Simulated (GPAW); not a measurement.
## Work function of B/Pd(111) at several levels

How far do functional and basis move the work function of B/Pd(111)?

Method: GPAW, PAW setups; slab in vacuum, relaxation, in the first sound run; inputs show where later runs differ, in GPAW 26.7.0.

**1. Starting point**

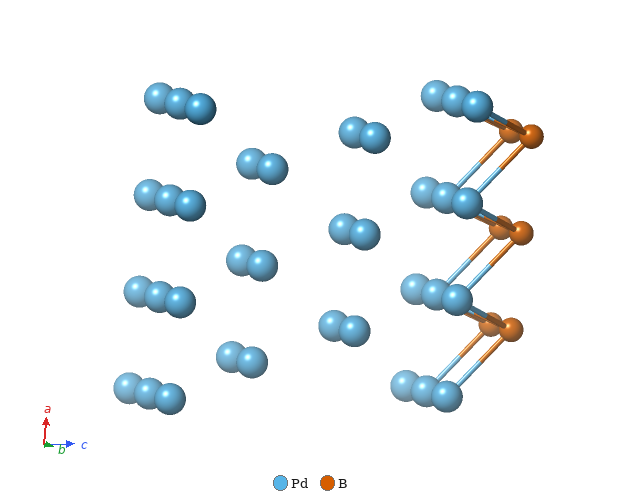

Start, viewed from the side, with the c axis across the page; palladium blue, boron orange. 3×2×1 cells are drawn. Bonds to atoms that aren't drawn are left out. Some periodic images of atoms are drawn too.

The cell holds 5 atoms: 4 Pd and 1 B. Cell: a = 2.751 Å, b = 2.751 Å, c = 22.303 Å, α = 90.0°, β = 90.0°, γ = 60.0°. Vacuum lies along c.

**2. Relaxing the atoms**

Forces are removed first; all later runs use this geometry. The lowest 2 atoms are held at bulk positions and keep their forces.

Input file run.py:

```python
import json
import numpy as np
from ase import Atoms
from ase.constraints import FixAtoms
from ase.optimize import BFGS
from gpaw import GPAW, PW

slab = Atoms(
    ['Pd', 'Pd', 'Pd', 'Pd', 'B'],
    positions=[
        [0.00000, 0.00000, 7.00000],
        [1.37532, 0.79404, 9.24589],
        [2.75065, 1.58809, 11.49179],
        [0.00000, 0.00000, 13.73768],
        [2.75065, 1.58809, 15.30321]],
    cell=[[2.75065, 0.0, 0.0], [1.37532, 2.38213, 0.0], [0.0, 0.0, 22.30321]],
    pbc=[True, True, False])

slab.calc = GPAW(mode=PW(500), xc='PBE', kpts={'size': (13, 13, 1), 'gamma': True},
                 occupations={'name': 'fermi-dirac', 'width': 0.1}, nbands='200%',
                 convergence={'density': 1e-05}, maxiter=200,
                 poissonsolver={'dipolelayer': 'xy'},
                 symmetry={'tolerance': 1e-3, 'extra_ids': [1, 1, 0, 0, 0]}, txt='slab.txt')
result = {}
slab.set_constraint(FixAtoms([0, 1]))
path = []
opt = BFGS(slab, maxstep=0.2)
opt.attach(lambda: path.append((slab.get_potential_energy(), slab.positions.tolist(), slab.get_forces().tolist())))
result['relaxed'] = bool(opt.run(fmax=0.03, steps=40))
result['path'] = path
energy = slab.get_potential_energy()
fermi = slab.calc.get_fermi_level()
v = slab.calc.get_electrostatic_potential().mean((0, 1)) - fermi
n = slab.calc.get_pseudo_density().mean((0, 1))
L = slab.cell[2, 2]
z = np.arange(len(v)) * L / len(v)
low, high = slab.positions[:, 2].min(), slab.positions[:, 2].max()
below, above = np.interp([low - 4.8, high + 4.8], z, v)
slopes = [np.interp(x, z, np.gradient(v, z)) for x in (low - 4.8, high + 4.8)]
eps = np.array([[slab.calc.get_eigenvalues(k, s) for k in range(len(slab.calc.get_ibz_k_points()))]
                for s in range(slab.calc.get_number_of_spins())]) - fermi
top, bottom = eps[eps < 0].max(), eps[eps > 0].min()
dipole = slab.get_dipole_moment()[2]
print(f'energy {energy:.4f} eV, Fermi level {fermi:.4f} eV, dipole {dipole:.5f} e A')
print(f'potential 4.8 A off the faces, from the Fermi level: lower {below:.4f} eV, upper {above:.4f} eV')
print(f'slope of the potential there: lower {slopes[0]:.5f}, upper {slopes[1]:.5f} eV/A')
print(f'nearest levels on the mesh: {top:.4f} and {bottom:.4f} eV')
print('magnetic moment', round(slab.get_magnetic_moment(), 3))
result.update(energy=energy, fermi=fermi, dipole=dipole, below=below, above=above, slopes=slopes, edges=[top, bottom],
              z=z.tolist(), v=v.tolist(), n=n.tolist(), positions=slab.positions.tolist(),
              forces=slab.get_forces(apply_constraint=False).tolist(), moments=slab.get_magnetic_moments().tolist())
json.dump(result, open('result.json', 'w'))
```

The run is started by

```bash
$ OMP_NUM_THREADS=1 OPENBLAS_NUM_THREADS=1 python run.py
```

The program printed:

```text
Step          Energy          fmax
BFGS:    0      -19.483936        1.973706
BFGS:    1      -19.554864        1.599822
BFGS:    2      -19.693938        0.522527
BFGS:    3      -19.697410        0.446039
BFGS:    4      -19.708838        0.100548
BFGS:    5      -19.709190        0.084090
BFGS:    6      -19.709470        0.102524
BFGS:    7      -19.710159        0.123995
BFGS:    8      -19.711604        0.136278
BFGS:    9      -19.713209        0.102355
BFGS:   10      -19.713963        0.045998
BFGS:   11      -19.714170        0.009519
energy -19.6123 eV, Fermi level 1.7033 eV, dipole 0.01310 e A
potential 4.8 A off the faces, from the Fermi level: lower 5.2392 eV, upper 4.8768 eV
slope of the potential there: lower -0.00031, upper 0.00015 eV/A
nearest levels on the mesh: -0.0222 and 0.0023 eV
magnetic moment 0.0
```

The job ended after 36 min (1 thread of Arm Neoverse V1, shared host; peak memory 0.28 GiB).

Step by step:

```csv
step,energy less that of the first step (eV),largest force (eV/Å)
1,0.0000,1.9737
2,-0.0709,1.5998
3,-0.2101,0.5225
4,-0.2137,0.4460
5,-0.2264,0.1005
6,-0.2269,0.0841
7,-0.2273,0.1025
8,-0.2281,0.1240
9,-0.2296,0.1363
10,-0.2311,0.1024
11,-0.2316,0.0460
12,-0.2316,0.0095
```

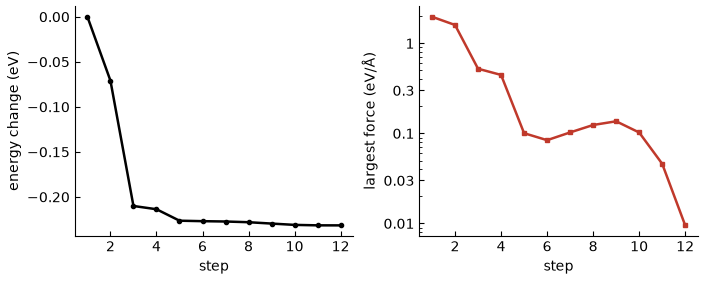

Energy and largest force along the relaxation.

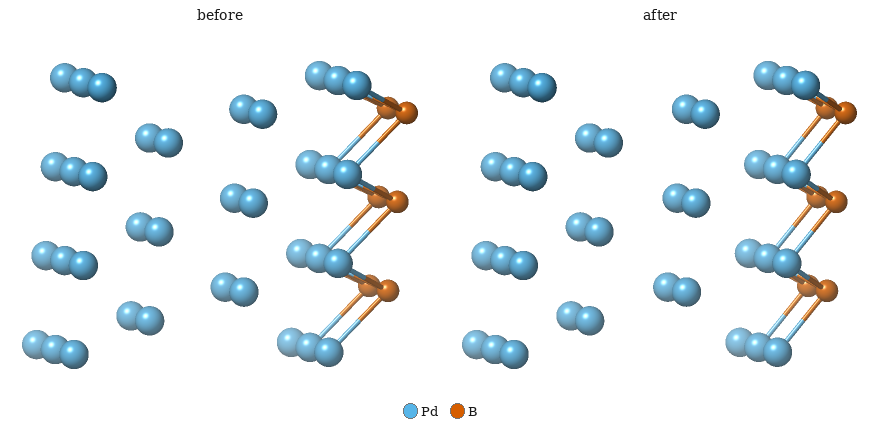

Before and after, at one scale. Bonds to atoms that aren't drawn are left out.

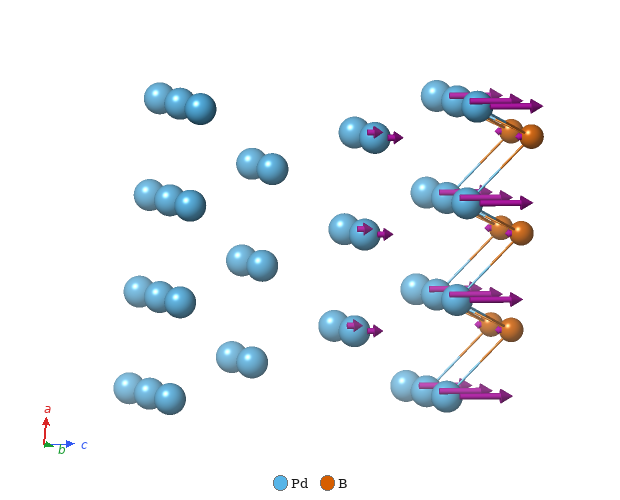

Displacements in the relaxation, exaggerated; the longest in the cell stands for 0.23 Å. Bonds to atoms that aren't drawn are left out. 3×2×1 cells are drawn. Some periodic images of atoms are drawn too.

The atoms that moved most (Å):

```
atom     dx     dy      dz  length
 Pd4  0.000  0.000   0.229   0.229
 Pd3  0.000  0.000   0.068   0.068
  B5  0.000  0.000  -0.028   0.028
```

Final coordinates:

```
Pd B
1.0
     2.75065    0.00000    0.00000
     1.37532    2.38213    0.00000
     0.00000    0.00000   22.30321
Pd B
4 1
Direct
  0.00000 0.00000 0.31386
  0.33333 0.33333 0.41455
  0.66667 0.66667 0.51832
  0.00000 0.00000 0.62620
  0.66667 0.66667 0.68488
```

Numbers from this step:

```yaml
dipole_along_the_normal: 0.01310 e·Å
levels_nearest_the_fermi_level_on_the_mesh: -0.02224, 0.002302 eV from the Fermi level
upper_work_function: 4.877 eV
lower_work_function: 5.239 eV
```

The electrostatic potential energy of an electron (without an applied field's), less the Fermi level, planar mean oscillates, so the rows of the table below give means over windows of 2.32 Å about each position, cut where the curve ends. Its maxima inside the range that stand out by 2 % of the span (Å: eV): 8.1: 0.840, 10.4: 1.16, 12.7: 1.15, 14.8: -7.97. Its minima: 7.0: -23.1, 9.2: -23.1, 11.5: -23.1, 13.9: -24.8, 15.2: -13.2.

Table of electrostatic potential energy of an electron (without an applied field's), less the Fermi level, planar mean by z; means over each step:

| z (Å) | electrostatic potential energy of an electron (without an applied field's), less the Fermi level, planar mean (eV) |
| --- | --- |
| 1.16 | 5.22 |
| 3.48 | 5.22 |
| 5.80 | -1.56 |
| 8.12 | -9.81 |
| 10.44 | -9.11 |
| 12.76 | -8.70 |
| 15.08 | -10.0 |
| 17.40 | 4.52 |
| 19.72 | 4.88 |
| 22.04 | 4.89 |

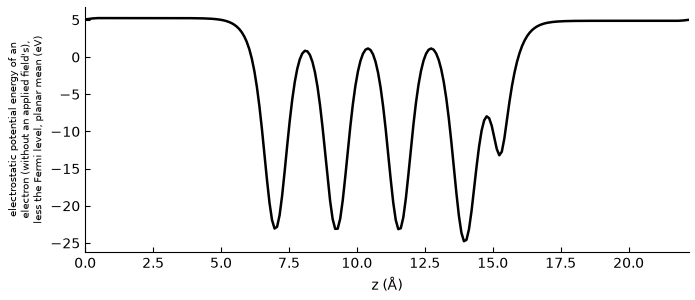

Electrostatic potential energy of an electron (without an applied field's), less the Fermi level, planar mean, plotted against z.

The pseudo valence density, planar mean oscillates, so the rows of the table below give means over windows of 2.23 Å about each position, cut where the curve ends. Its maxima inside the range that stand out by 2 % of the span (Å: e/Å³): 7.1: 2.69, 9.3: 2.73, 11.5: 2.74, 13.9: 2.78. Its minima: 8.2: 0.267, 10.4: 0.237, 12.8: 0.215.

Pseudo valence density, planar mean against z; means over each step:

```csv
z (Å),"pseudo valence density, planar mean (e/Å³)"
1.11,0
3.34,3.7e-4
5.57,0.229
7.80,1.08
10.03,1.04
12.26,1.03
14.49,1.14
16.72,0.0643
18.95,2.0e-4
```

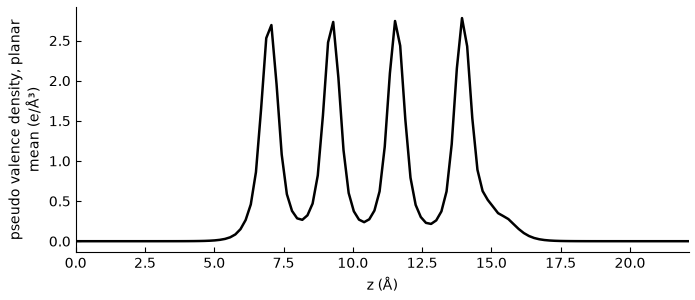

Pseudo valence density, planar mean, plotted against z.

The relaxation lowered the energy of the cell by 0.232 eV (energies extrapolated to zero smearing; the optimiser's log prints free energies). The largest force left on a free atom is 0.0095 eV/Å.

**3. Plane waves, PBE**

With the geometry fixed, the planar mean of the potential gives the vacuum level on each side.

This step: GPAW, PAW setups; slab in vacuum (GPAW 26.7.0).

Changes to run.py since step 2:

```diff
@@ -3,4 +3,2 @@
 from ase import Atoms
-from ase.constraints import FixAtoms
-from ase.optimize import BFGS
 from gpaw import GPAW, PW
@@ -12,5 +10,5 @@
         [1.37532, 0.79404, 9.24589],
-        [2.75065, 1.58809, 11.49179],
-        [0.00000, 0.00000, 13.73768],
-        [2.75065, 1.58809, 15.30321]],
+        [2.75065, 1.58809, 11.56028],
+        [0.00000, 0.00000, 13.96618],
+        [2.75065, 1.58809, 15.27512]],
     cell=[[2.75065, 0.0, 0.0], [1.37532, 2.38213, 0.0], [0.0, 0.0, 22.30321]],
@@ -22,10 +20,4 @@
                  poissonsolver={'dipolelayer': 'xy'},
-                 symmetry={'tolerance': 1e-3, 'extra_ids': [1, 1, 0, 0, 0]}, txt='slab.txt')
+                 symmetry={'tolerance': 1e-3}, txt='slab.txt')
 result = {}
-slab.set_constraint(FixAtoms([0, 1]))
-path = []
-opt = BFGS(slab, maxstep=0.2)
-opt.attach(lambda: path.append((slab.get_potential_energy(), slab.positions.tolist(), slab.get_forces().tolist())))
-result['relaxed'] = bool(opt.run(fmax=0.03, steps=40))
-result['path'] = path
 energy = slab.get_potential_energy()
```

The program printed:

```text
energy -19.6123 eV, Fermi level 1.7031 eV, dipole 0.01302 e A
potential 4.8 A off the faces, from the Fermi level: lower 5.2392 eV, upper 4.8770 eV
slope of the potential there: lower -0.00024, upper 0.00011 eV/A
nearest levels on the mesh: -0.0222 and 0.0022 eV
magnetic moment 0.0
```

The job ended after 3.9 min (1 thread; peak memory 0.27 GiB).

Numbers from this step:

```yaml
dipole_along_the_normal: 0.01302 e·Å
levels_nearest_the_fermi_level_on_the_mesh: -0.02223, 0.002213 eV from the Fermi level
```

The electrostatic potential energy of an electron (without an applied field's), less the Fermi level, planar mean oscillates, so the rows of the table below give means over windows of 2.32 Å about each position, cut where the curve ends. Its maxima inside the range that stand out by 2 % of the span (Å: eV): 8.1: 0.840, 10.4: 1.16, 12.7: 1.15, 14.8: -7.96. Its minima: 7.0: -23.1, 9.2: -23.1, 11.5: -23.1, 13.9: -24.8, 15.2: -13.2.

Electrostatic potential energy of an electron (without an applied field's), less the Fermi level, planar mean against z; means over each step:

| z (Å) | electrostatic potential energy of an electron (without an applied field's), less the Fermi level, planar mean (eV) |
| --- | --- |
| 1.16 | 5.22 |
| 3.48 | 5.23 |
| 5.80 | -1.56 |
| 8.12 | -9.81 |
| 10.44 | -9.11 |
| 12.76 | -8.70 |
| 15.08 | -10.0 |
| 17.40 | 4.53 |
| 19.72 | 4.88 |
| 22.04 | 4.89 |

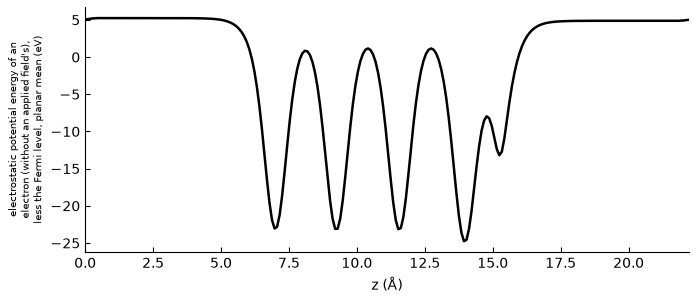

Electrostatic potential energy of an electron (without an applied field's), less the Fermi level, planar mean, plotted against z.

The pseudo valence density, planar mean oscillates, so the rows of the table below give means over windows of 2.23 Å about each position, cut where the curve ends. Its maxima inside the range that stand out by 2 % of the span (Å: e/Å³): 7.1: 2.69, 9.3: 2.73, 11.5: 2.74, 13.9: 2.78. Its minima: 8.2: 0.267, 10.4: 0.237, 12.8: 0.215.

Table of pseudo valence density, planar mean by z; means over each step:

```
z (Å)  pseudo valence density, planar mean (e/Å³)
 1.11                                           0
 3.34                                      3.7e-4
 5.57                                       0.229
 7.80                                        1.08
10.03                                        1.04
12.26                                        1.03
14.49                                        1.14
16.72                                      0.0643
18.95                                      1.9e-4
```

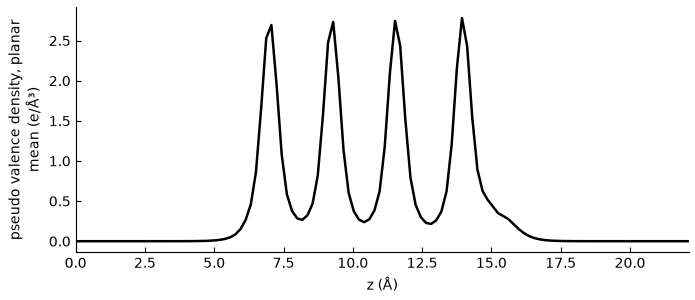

Pseudo valence density, planar mean, plotted against z.

Force by atom:

| atom | x (eV/Å) | y (eV/Å) | z (eV/Å) | size |
| --- | --- | --- | --- | --- |
| Pd1 | 0.000 | 0.000 | -0.369 | 0.369 |
| Pd2 | 0.000 | 0.000 | 0.377 | 0.377 |
| Pd3 | 0.000 | 0.000 | -0.002 | 0.002 |
| Pd4 | 0.000 | 0.000 | -0.009 | 0.009 |
| B5 | 0.000 | 0.000 | 0.008 | 0.008 |

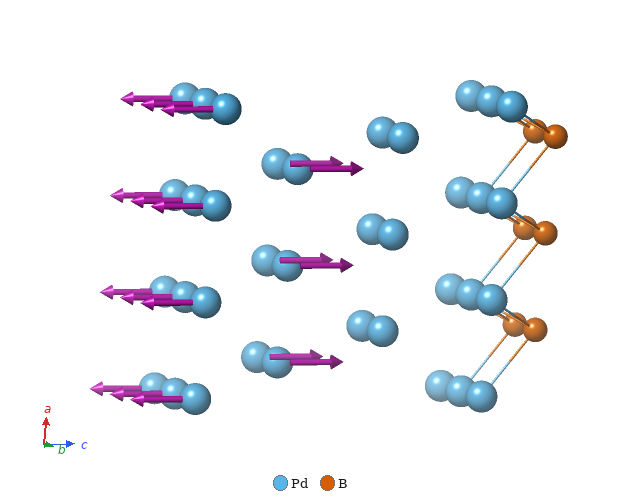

Force as arrows, the longest 0.377 eV/Å. Bonds to atoms that aren't drawn are left out. 3×2×1 cells are drawn. Some periodic images of atoms are drawn too.

The potential is flat to 2.4e-4 eV/Å where it is read, so the vacuum is wide enough.

**4. Self-consistent run: xc = "revPBE"**

The same geometry under revPBE, to see how far the functional moves the levels against the vacuum.

Changes to run.py since step 3:

```diff
@@ -16,3 +16,3 @@
 
-slab.calc = GPAW(mode=PW(500), xc='PBE', kpts={'size': (13, 13, 1), 'gamma': True},
+slab.calc = GPAW(mode=PW(500), xc='revPBE', kpts={'size': (13, 13, 1), 'gamma': True},
                  occupations={'name': 'fermi-dirac', 'width': 0.1}, nbands='200%',
```

The program printed:

```text
energy -17.2855 eV, Fermi level 1.8030 eV, dipole 0.01060 e A
potential 4.8 A off the faces, from the Fermi level: lower 5.0761 eV, upper 4.7808 eV
slope of the potential there: lower -0.00033, upper 0.00013 eV/A
nearest levels on the mesh: -0.0225 and 0.0013 eV
magnetic moment 0.0
```

It took 4.3 min on 1 thread; peak memory 0.27 GiB.

Numbers from this step:

- dipole along the normal: 0.01060 e·Å
- levels nearest the Fermi level on the mesh: -0.02249, 0.001290 eV from the Fermi level
- upper work function: 4.781 eV
- lower work function: 5.076 eV

The electrostatic potential energy of an electron (without an applied field's), less the Fermi level, planar mean oscillates, so the rows of the table below give means over windows of 2.32 Å about each position, cut where the curve ends. Its maxima inside the range that stand out by 2 % of the span (Å: eV): 8.1: 0.749, 10.4: 1.06, 12.7: 1.06, 14.8: -8.06. Its minima: 7.0: -23.1, 9.2: -23.1, 11.5: -23.2, 13.9: -24.8, 15.2: -13.3.

Table of electrostatic potential energy of an electron (without an applied field's), less the Fermi level, planar mean by z; means over each step:

```
z (Å)  electrostatic potential energy of an electron (without an applied field's), less the Fermi level, planar mean (eV)
 1.16                                                                                                                5.06
 3.48                                                                                                                5.06
 5.80                                                                                                               -1.68
 8.12                                                                                                               -9.88
10.44                                                                                                               -9.18
12.76                                                                                                               -8.77
15.08                                                                                                               -10.1
17.40                                                                                                                4.44
19.72                                                                                                                4.78
22.04                                                                                                                4.79
```

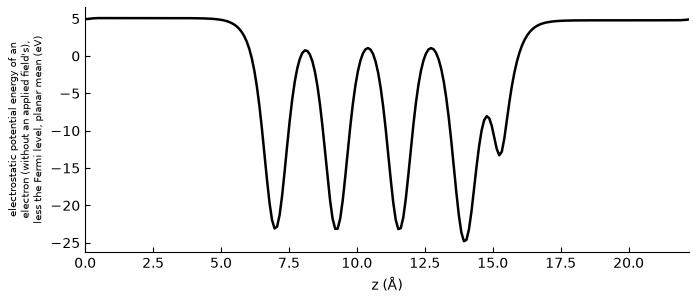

Electrostatic potential energy of an electron (without an applied field's), less the Fermi level, planar mean, plotted against z.

The pseudo valence density, planar mean oscillates, so the rows of the table below give means over windows of 2.23 Å about each position, cut where the curve ends. Its maxima inside the range that stand out by 2 % of the span (Å: e/Å³): 7.1: 2.70, 9.3: 2.73, 11.5: 2.75, 13.9: 2.78. Its minima: 8.2: 0.266, 10.4: 0.237, 12.8: 0.215.

Table of pseudo valence density, planar mean by z; means over each step:

| z (Å) | pseudo valence density, planar mean (e/Å³) |
| --- | --- |
| 1.11 | 0 |
| 3.34 | 3.7e-4 |
| 5.57 | 0.229 |
| 7.80 | 1.08 |
| 10.03 | 1.04 |
| 12.26 | 1.03 |
| 14.49 | 1.14 |
| 16.72 | 0.0645 |
| 18.95 | 1.9e-4 |

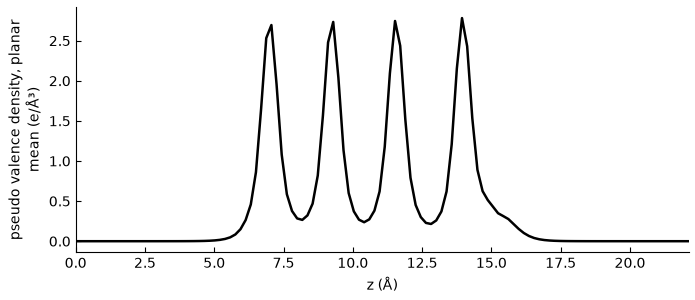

Pseudo valence density, planar mean, plotted against z.

Force by atom:

```
atom  x (eV/Å)  y (eV/Å)  z (eV/Å)   size
 Pd1     0.000     0.000    -0.518  0.518
 Pd2     0.000     0.000     0.390  0.390
 Pd3     0.000     0.000     0.015  0.015
 Pd4     0.000     0.000    -0.097  0.097
  B5     0.000     0.000     0.208  0.208
```

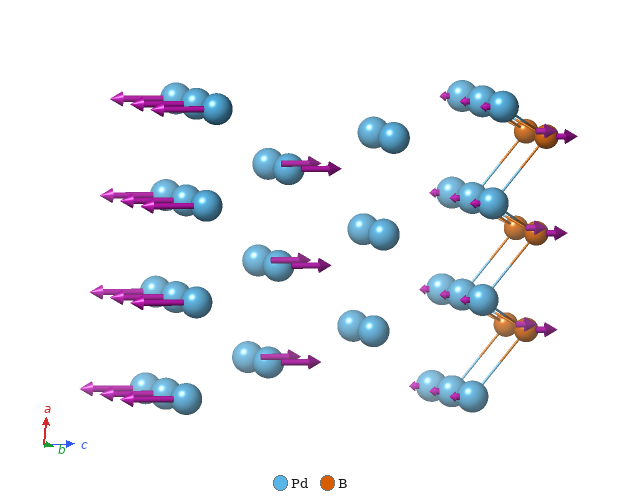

Force as arrows, the longest 0.518 eV/Å. Bonds to atoms that aren't drawn are left out. 3×2×1 cells are drawn. Some periodic images of atoms are drawn too.

The upper face's work function is 4.781 eV, against 4.877 eV in the first plane-wave PBE run at this geometry.

**5. Self-consistent run: xc = "vdW-DF2"**

The same geometry under vdW-DF2, to see how far the functional moves the levels against the vacuum (the van der Waals functionals take revPBE setups).

Changes to run.py since step 4:

```diff
@@ -16,3 +16,3 @@
 
-slab.calc = GPAW(mode=PW(500), xc='revPBE', kpts={'size': (13, 13, 1), 'gamma': True},
+slab.calc = GPAW(mode=PW(500), xc='vdW-DF2', kpts={'size': (13, 13, 1), 'gamma': True},
                  occupations={'name': 'fermi-dirac', 'width': 0.1}, nbands='200%',
```

The program printed:

```text
energy -385.5487 eV, Fermi level 1.5552 eV, dipole 0.01024 e A
potential 4.8 A off the faces, from the Fermi level: lower 5.5845 eV, upper 5.2990 eV
slope of the potential there: lower -0.00073, upper 0.00094 eV/A
nearest levels on the mesh: -0.0008 and 0.0226 eV
magnetic moment 0.0
```

The job ended after 6.9 min (1 thread; peak memory 0.41 GiB).

This step gave:

- dipole along the normal: 0.01024 e·Å
- levels nearest the Fermi level on the mesh: -8.25e-4, 0.02262 eV from the Fermi level
- upper work function: 5.299 eV
- lower work function: 5.585 eV

The upper face's work function is 5.299 eV, against 4.877 eV in the first plane-wave PBE run at this geometry.

(Continued in part 2 of 2.)

[Logs are printed without paths, hosts, clocks, repeated set-up lines and the standing remarks that a program may print on its own settings, such as how far it seeks lower states.]

[Hosts, paths, dates, database ids (printed as entryN), source tags and the programs' standing remarks are cut or masked in the printed files.]
